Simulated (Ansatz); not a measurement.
**Al₂H (quartet): inputs that go wrong at scale of all distances = 1.000**

4 inputs are run for Al₂H (quartet) as typed; the log has to tell whether the result can be used and what must change.

Program: Ansatz 0.2.0, Gaussian basis. Level of theory: the settings change from run to run. These are calculated values, not measurements.

8 further runs of the same task are left out: 7 that didn't finish, 1 set aside as unsound or not needed.

## 1. The geometry

The geometry derives from a PBE0/def2-TZVP stationary point (not a proven minimum). All distances are scaled together.

3 atoms, charge 0, spin multiplicity 4.

Atoms are counted from 1 here; the program's logs count them from 0.

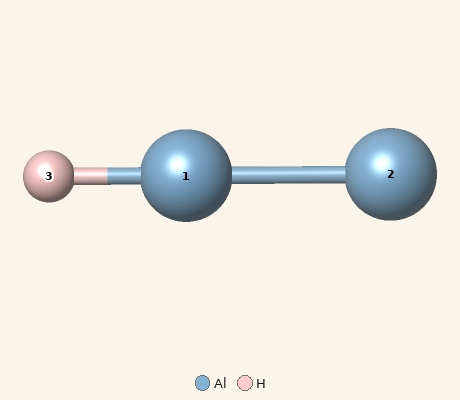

The structure; aluminium light blue, hydrogen pink; atoms are numbered from 1 in the order of the file.

## 2. Input 1

in.yaml

```yaml
crystal:
  periodic: [false, false, false]
  atoms:
    - {symbol: Al, position_ang: [0.000000, 0.000000, 0.137092]}
    - {symbol: Al, position_ang: [0.000000, 0.000000, -1.112040]}
    - {symbol: H, position_ang: [0.000000, 0.000000, 0.974947]}
basis:
  gaussian: {orbitals: "6-31G*"}
magnetization: {spin_polarized: true, initial_magnetization: 3}
correlation: {method: mp2, electrons: all}
accuracy: high
scf: {lower_state_search: off}
```

Command:

```
$ ansatz run in.yaml --threads 1 --pin off --events-out ev --progress --plain --max-ram 2393MiB
```

What it wrote:

```text
Functional definition: HF
  name "HF"
  cite "Fock, Z. Phys. 61, 126 (1930) doi:10.1007/BF01340294"
  parent pbe
  exchange = exact_x
  correlation = 0
these checks for a lower state are left out or cut short: stability, starts, cluster_reference, orbital_swaps, neighbouring_geometries, increment
673 factors; integrals over basis functions are off by at most 3.5e-9 eV
mean field evaluation 1: about -13140.1558 eV, gradient 7.5e0 eV
mean field evaluation 2: about -13140.5001 eV, gradient 8.0e0 eV
mean field evaluation 4: about -13141.3665 eV, gradient 8.0e-1 eV
mean field evaluation 8: about -13141.4003 eV, gradient 5.9e-4 eV
mean field evaluation 16: about -13141.4004 eV, gradient 1.7e-8 eV
mean field -13141.40039524 eV, -482.9375569639 hartree, gradient 3.7e-8 eV, S^2 3.754431; 0 other end points of the search recorded, 0 dependent functions left out
reference -13141.40039524 eV, -482.9375569639 hartree; 15, 12 occupied and 25, 28 virtual orbitals, 673 factors
second order -2.81075513 eV of doubles, -0.00000000 eV of singles
Total energy: -13144.21115037 eV, -483.0408503098 hartree
Checks for a lower state left out: stability, starts, cluster_reference, orbital_swaps, neighbouring_geometries, increment
```

It took 0.33 s on 1 thread of Intel Xeon 6975P-C, shared host.

**Diagnosis.** The run converged, which proves nothing about the input. The coordinates are scaled by the bohr-ångström factor. The shortest distance is 0.84 Å, against 1.58 Å in the geometry of step 1. Its energy belongs to another geometry. Cure: restore the coordinates in ångström.

## 3. Input 2

in.yaml

```yaml
crystal:
  periodic: [false, false, false]
  atoms:
    - {symbol: Al, position_ang: [0.000000, 0.000000, 0.259056]}
    - {symbol: Al, position_ang: [0.000000, 0.000000, -2.101360]}
    - {symbol: H, position_ang: [0.000000, 0.000000, 1.842303]}
basis:
  gaussian: {orbitals: def2-SVP}
magnetization: {spin_polarized: false, initial_magnetization: 3}
correlation: {active_space: {ras: {orbitals: [2, 3, 26], electrons: 4, max_holes: 2, max_particles: 2}, fixed_orbitals: true}}
scf: {lower_state_search: full}
```

Same command.

What it wrote:

```text
Functional definition: HF
  name "HF"
  cite "Fock, Z. Phys. 61, 126 (1930) doi:10.1007/BF01340294"
  parent pbe
  exchange = exact_x
  correlation = 0
369 factors; integrals over basis functions are off by at most 1.0e-3 eV
mean field evaluation 1: about -13174.1809 eV, gradient 6.4e0 eV
mean field evaluation 2: about -13174.1844 eV, gradient 6.4e0 eV
mean field evaluation 4: about -13174.9785 eV, gradient 1.3e0 eV
mean field evaluation 8: about -13175.0649 eV, gradient 2.5e-1 eV
mean field evaluation 16: about -13175.0549 eV, gradient 5.0e-1 eV
mean field evaluation 32: about -13142.0227 eV, gradient 1.3e2 eV
mean field evaluation 64: about -13155.1172 eV, gradient 7.1e1 eV
mean field evaluation 96: about -13175.0627 eV, gradient 1.9e-1 eV
mean field -13175.06998642 eV, -484.1748916179 hartree, gradient 6.8e-6 eV, S^2 3.750000; 7 other end points of the search recorded, 0 dependent functions left out
reference -13175.06998642 eV, -484.1748916179 hartree; 15, 12 occupied and 26, 29 virtual orbitals, 369 factors
Error: 4 electrons in 31 orbitals form no window around the highest filled level of the reference
```

Wall time 0.36 s (1 thread of Intel Xeon 6975P-C, shared host).

Diagnosis: The run stopped with an error. The electron count of the restricted space is wrong. Fix: count the correlated electrons again.

## 4. Input 3

in.yaml

```yaml
crystal:
  periodic: [false, false, false]
  atoms:
    - {symbol: Al, position_ang: [0.000000, 0.000000, 0.259056]}
    - {symbol: Al, position_ang: [0.000000, 0.000000, -2.101360]}
    - {symbol: H, position_ang: [0.000000, 0.000000, 1.842303]}
basis:
  gaussian: {orbitals: 6-31G}
magnetization: {spin_polarized: false, initial_magnetization: 3}
correlation: {method: fic_mrcisd_q, electrons: all, active_space: {window: {electrons: 3, orbitals: 1}}}
```

The command is unchanged.

What it wrote:

```text
Functional definition: HF
  name "HF"
  cite "Fock, Z. Phys. 61, 126 (1930) doi:10.1007/BF01340294"
  parent pbe
  exchange = exact_x
  correlation = 0
308 factors; integrals over basis functions are off by at most 1.4e-4 eV
mean field evaluation 1: about -13177.1543 eV, gradient 5.6e0 eV
mean field evaluation 2: about -13177.1653 eV, gradient 5.7e0 eV
mean field evaluation 4: about -13177.9802 eV, gradient 1.3e0 eV
mean field evaluation 8: about -13178.0957 eV, gradient 2.8e-1 eV
mean field evaluation 16: about -13177.9504 eV, gradient 1.0e0 eV
mean field -13178.09912300 eV, -484.2862103338 hartree, gradient 2.7e-6 eV, S^2 3.750000; 2 other end points of the search recorded, 0 dependent functions left out
reference -13178.09912300 eV, -484.2862103338 hartree; 15, 12 occupied and 13, 16 virtual orbitals, 308 factors
Error: 3 electrons in 1 orbitals form no window around the highest filled level of the reference
```

Run time: 0.15 s. Hardware: 1 thread of Intel Xeon 6975P-C, shared host.

What is wrong: The run stopped with an error. The active window can't be built from these electrons and orbitals. Cure: choose counts that fit the spin, the electrons and the basis.

## 5. Input 4

in.yaml

```yaml
crystal:
  periodic: [false, false, false]
  atoms:
    - {symbol: Al, position_ang: [0.000000, 0.000000, 0.259056]}
    - {symbol: Al, position_ang: [0.000000, 0.000000, -2.101360]}
    - {symbol: H, position_ang: [0.000000, 0.000000, 1.842303]}
basis:
  gaussian: {orbitals: 6-31G}
correlation: {method: fic_mrcisd_q, electrons: outside_noble_gas, active_space: {window: {electrons: 5, orbitals: 5}}}
magnetization: {spin_polarized: true, initial_magnetization: 3}
```

Launched as before.

What it wrote:

```text
Error: invalid value for `correlation.active_space`: it starts from restricted Hartree–Fock orbitals; set hamiltonian.xc: hf without magnetization.spin_polarized
```

Wall time 0.03 s (1 thread of Intel Xeon 6975P-C, shared host).

Diagnosis: The run was refused. An active space is asked on unrestricted orbitals. Cure: drop spin_polarized: true.

## 6. How the runs ended

| input | level | ended | cause | time |
| --- | --- | --- | --- | --- |
| 1 | MP2 on UHF/6-31G* | converged | the coordinates are scaled by the bohr-ångström factor | 0.33 s |
| 2 | CISD/def2-SVP | stopped by an error | the electron count of the restricted space is wrong | 0.36 s |
| 3 | MRCISD+Q(3,1)/6-31G | stopped by an error | the active window can't be built from these electrons and orbitals | 0.15 s |
| 4 | MRCISD+Q(5,5)/6-31G | refused | an active space is asked on unrestricted orbitals | 0.03 s |

1 converged, 2 stopped by an error, 1 refused. The input that converges on a wrong geometry or spin is the dangerous one: no error points at it, so geometry and ⟨S²⟩ have to be checked.
